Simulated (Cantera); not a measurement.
Feed: 1 mol MgO, 4.6 mol SO₃, 1.1 mol H₂O, at 13.0 mbar.

Cantera equilibrium calculation (NASA polynomials, part measured and part estimated; ideal gas, pure solids and liquids). Candidate condensed phases: H₂O, H₂SO₄, Mg, MgO, Mg(OH)₂, MgS, MgSO₄, S; 26 gas species. Rates play no part.

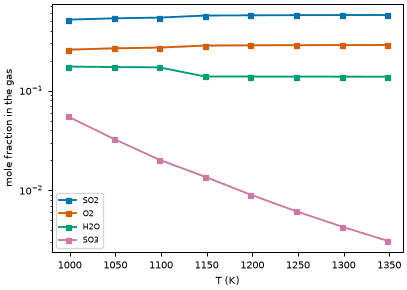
*Equilibrium gas composition (values under 1e-9 drawn at 1e-9)*

From 998 K to 1098 K the condensed part is MgSO₄(s). From 1148 K to 1348 K the condensed part is MgO(s).
